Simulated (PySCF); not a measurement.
# BH2O2F (SMILES OB(O)F), run twice

Aim: a single-point energy of BH2O2F at RI-MP2/6-311G(2df,2pd) (Cartesian functions).

Program for the calculation: PySCF 2.14.0.

3 further runs of the same task are left out: 3 set aside as unsound or not needed.

## 1. The system as given

The species is BH2O2F (6 atoms), meant as a singlet with charge 0. SMILES: `OB(O)F`. Geometry: relaxed at PBE0-D4/def2-TZVP. This is one conformer, not always the lowest.

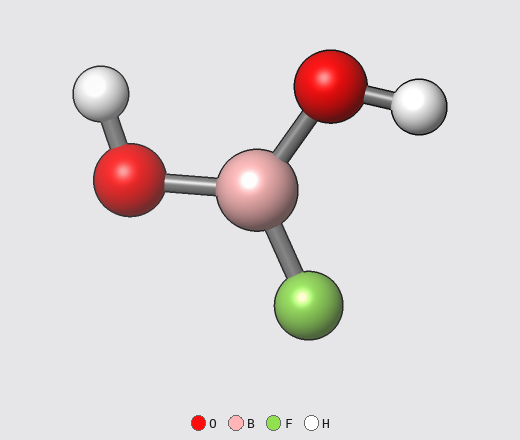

Viewed from a chosen angle; oxygen red, boron pink, fluorine green, hydrogen white.

## 2. Try one

File input.py:

```python
from pyscf import gto, mp

system = gto.M(
    atom='''
O   -0.902344   1.834924  -0.393819
B   -0.044975  -0.581091  -0.201256
O    1.869695  -1.200354   1.372130
F   -1.083002  -2.419983  -1.574520
H   -2.265593   2.014637  -1.576599
H    2.505777   0.230925   2.286569
''',
    max_memory=1860,
    symmetry=True,
    verbose=3,
    cart=True,
    basis='6-311g(2df,2pd)',
)

hf = system.RHF()
hf.max_cycle = 71
hf.kernel()

pt = mp.MP2(hf, frozen=4).density_fit().run()
etot = pt.e_tot
print('Final energy', etot)
```

Run with:

```sh
$ OMP_NUM_THREADS=1 python input.py
```

What it wrote:

```text
converged SCF energy = -274.140965668829
E(DFRMP2) = -275.193916574323  E_corr = -1.05295090549445
E(SCS-DFRMP2) = -275.189514189518  E_corr = -1.04854852068959
Final energy -275.1939165743234
```

Run time: 17 s. Hardware: 1 thread of Arm Neoverse V1, shared host; peak memory 1 GiB.

## 3. Reading the log

The program ended normally, but the settings are unsound, so its numbers aren't properties of the molecule.

The cause is that numbers in bohr are read as ångström, which stretches the molecule by 1.89. As the program read them, the closest atoms are 1.81 Å apart, against 0.96 Å in the sound input.

## 4. The mended input

File calc.py:

```python
# OB(O)F
from pyscf import gto, scf, mp

mol = gto.M(
    atom='''
O       -0.477500       0.971000      -0.208400
B       -0.023800      -0.307500      -0.106500
O        0.989400      -0.635200       0.726100
F       -0.573100      -1.280600      -0.833200
H       -1.198900       1.066100      -0.834300
H        1.326000       0.122200       1.210000
''',
    max_memory=1860,
    spin=0,
    symmetry=True,
    cart=True,
    basis='6-311g(2df,2pd)',
    verbose=4,
)

mf = scf.RHF(mol)
mf.kernel()

pt = mp.MP2(mf, frozen=4).density_fit().run()
e_tot = pt.e_tot
print('E(%s) = %.9f' % ('RI-MP2', e_tot))
```

Run with:

```sh
$ OMP_NUM_THREADS=1 python calc.py
```

What it wrote:

```text
PySCF version 2.14.0

[INPUT] num. atoms = 6
[INPUT] num. electrons = 32
[INPUT] charge = 0
[INPUT] spin (= nelec alpha-beta = 2S) = 0
[INPUT] symmetry True subgroup None
[INPUT] Mole.unit = angstrom
[INPUT] Cartesian GTO integrals (6d 10f)
[INPUT] Symbol           X                Y                Z      unit          X                Y                Z       unit  Magmom
[INPUT]  1 O     -0.477500000000   0.971000000000  -0.208400000000 AA   -0.902344224480   1.834924066953  -0.393818924359 Bohr   0.0
[INPUT]  2 B     -0.023800000000  -0.307500000000  -0.106500000000 AA   -0.044975481765  -0.581090783304  -0.201255832266 Bohr   0.0
[INPUT]  3 O      0.989400000000  -0.635200000000   0.726100000000 AA    1.869695027645  -1.200354034324   1.372130139047 Bohr   0.0
[INPUT]  4 F     -0.573100000000  -1.280600000000  -0.833200000000 AA   -1.083002041988  -2.419983275118  -1.574519806988 Bohr   0.0
[INPUT]  5 H     -1.198900000000   1.066100000000  -0.834300000000 AA   -2.265592650741   2.014637021399  -1.576598505725 Bohr   0.0
[INPUT]  6 H      1.326000000000   0.122200000000   1.210000000000 AA    2.505776841173   0.230924532422   2.286568610724 Bohr   0.0

nuclear repulsion = 114.498553224149
point group symmetry = C1
symmetry origin: [0. 0. 0.]
symmetry axis x: [1. 0. 0.]
symmetry axis y: [0. 1. 0.]
symmetry axis z: [0. 0. 1.]
num. orbitals of irrep A = 170
number of shells = 52
number of NR pGTOs = 226
number of NR cGTOs = 170
basis = 6-311g(2df,2pd)
ecp = {}

******** <class 'pyscf.scf.hf.RHF'> ********
method = RHF
initial guess = minao
damping factor = 0
level_shift factor = 0
DIIS = <class 'pyscf.scf.diis.CDIIS'>
diis_start_cycle = 1
diis_space = 8
diis_damp = 0
SCF conv_tol = 1e-09
SCF conv_tol_grad = None
SCF max_cycles = 50
direct_scf = True
direct_scf_tol = 1e-13
Set gradient conv threshold to 3.16228e-05
Initial guess from minao.
init E= -275.727883861091
  HOMO = -0.492257468831802  LUMO = 0.0564889116853848  gap/eV = 14.93215
cycle= 1 E= -275.204583967579  delta_E= 0.523  |g|= 0.72  |ddm|= 1.98
  HOMO = -0.474357215737399  LUMO = 0.122842047695141  gap/eV = 16.25062
cycle= 2 E= -275.280131719798  delta_E= -0.0755  |g|= 0.38  |ddm|= 0.522
  HOMO = -0.527900996816779  LUMO = 0.124144987624113  gap/eV = 17.74307
cycle= 3 E= -275.300734016228  delta_E= -0.0206  |g|= 0.0459  |ddm|= 0.187
  HOMO = -0.518571967210999  LUMO = 0.128227939696824  gap/eV = 17.60032
cycle= 4 E= -275.301312481462  delta_E= -0.000578  |g|= 0.00905  |ddm|= 0.0445
  HOMO = -0.519706520008253  LUMO = 0.127963930183462  gap/eV = 17.62401
cycle= 5 E= -275.301343042036  delta_E= -3.06e-05  |g|= 0.00212  |ddm|= 0.0125
  HOMO = -0.519424027602536  LUMO = 0.127950115110544  gap/eV = 17.61595
cycle= 6 E= -275.301344994781  delta_E= -1.95e-06  |g|= 0.000871  |ddm|= 0.00323
  HOMO = -0.519499096513009  LUMO = 0.127950149323844  gap/eV = 17.61799
cycle= 7 E= -275.301345203443  delta_E= -2.09e-07  |g|= 0.000265  |ddm|= 0.000868
  HOMO = -0.519497474144391  LUMO = 0.127948465101454  gap/eV = 17.61790
cycle= 8 E= -275.301345228682  delta_E= -2.52e-08  |g|= 6.45e-05  |ddm|= 0.000302
  HOMO = -0.519488233329206  LUMO = 0.127949626665032  gap/eV = 17.61768
cycle= 9 E= -275.301345230384  delta_E= -1.7e-09  |g|= 1.43e-05  |ddm|= 7.24e-05
  HOMO = -0.519487871609847  LUMO = 0.127949525507006  gap/eV = 17.61767
cycle= 10 E= -275.301345230484  delta_E= -9.99e-11  |g|= 4.03e-06  |ddm|= 2.58e-05
  HOMO = -0.519486959700235  LUMO = 0.127949548846523  gap/eV = 17.61764
Extra cycle  E= -275.30134523049  delta_E= -6.48e-12  |g|= 2.26e-06  |ddm|= 4.66e-06
converged SCF energy = -275.30134523049
Default auxbasis cc-pvtz-ri is used for F 6-311g(2df,2pd)
Default auxbasis cc-pvtz-ri is used for B 6-311g(2df,2pd)
Default auxbasis cc-pvtz-ri is used for O 6-311g(2df,2pd)
Default auxbasis cc-pvtz-ri is used for H 6-311g(2df,2pd)

******** <class 'pyscf.mp.dfmp2.DFRMP2'> ********
nocc = 12, nmo = 166
frozen orbitals 4
Default auxbasis cc-pvtz-jkfit is used for F 6-311g(2df,2pd)
Default auxbasis cc-pvtz-jkfit is used for B 6-311g(2df,2pd)
Default auxbasis cc-pvtz-jkfit is used for O 6-311g(2df,2pd)
Default auxbasis cc-pvtz-jkfit is used for H 6-311g(2df,2pd)
mem_avail = 877.05  mem_blk = 0.23  auxlen = 454

E(DFRMP2) = -276.13096035879  E_corr = -0.829615128299739
E(SCS-DFRMP2) = -276.109242411499  E_corr = -0.80789718100851
E_corr(same-spin) = -0.216508814943665
E_corr(oppo-spin) = -0.613106313356074
E(RI-MP2) = -276.130960359
```

It took 10 s on 1 thread of Arm Neoverse V1, shared host; peak memory 1 GiB.

## 5. Results

Level: RI-MP2/6-311G(2df,2pd) (Cartesian functions).

| quantity | value |
| --- | --- |
| total energy | -276.13096 Eh |
| dipole moment (Hartree–Fock density) | 1.98 D |
| HOMO energy (Hartree–Fock orbitals) | -14.14 eV |
| LUMO energy (Hartree–Fock orbitals) | 3.48 eV |
| HOMO–LUMO gap (Hartree–Fock orbitals) | 17.62 eV |
| correlation energy (4 core orbitals frozen) | -829.6 mEh |

What this shows: The first attempt's energy was +25.498 eV off this one. Mulliken charges of the mean-field density run from -0.42 on O1 to +0.67 on B2; they depend strongly on the basis.
